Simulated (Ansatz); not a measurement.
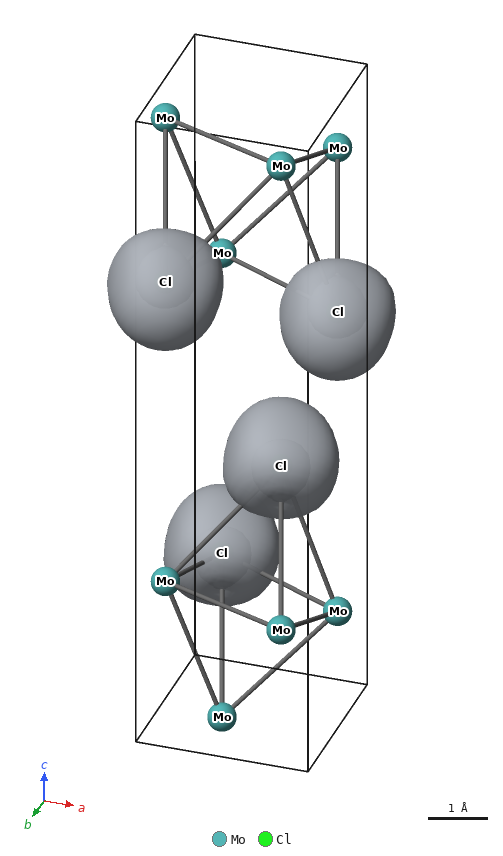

The picture shows: Mo₂Cl. Isosurface of the electron localisation function at 0.8 (grey), seen at an oblique angle. Core shells and regions of very low density are left out. Sticks mark near contacts.

Space group P4/nmm; a generated structure, not necessarily the stable one; changed on purpose from its base cell (volume × 1.03, shape and atoms relaxed); computed without spin polarisation.

Level of theory: DFT PBE, scalar-relativistic, plane waves, PAW (Ansatz).

### What do the ELF domains correspond to?

The ELF exceeds this value in two regions wrapped around Cl (the valence shell of each), counted in one cell of 6 atoms. Any copies at cell faces, edges or corners count once.

Values along the shortest contacts:
Mo–Mo (2.68 Å): the ELF is about 0.40 at the midpoint. Mo–Cl (2.80 Å): the ELF peaks at about 0.85 in the valence shell of Cl, 0.8 Å from its nucleus, and drops to about 0.10 between the two atoms.
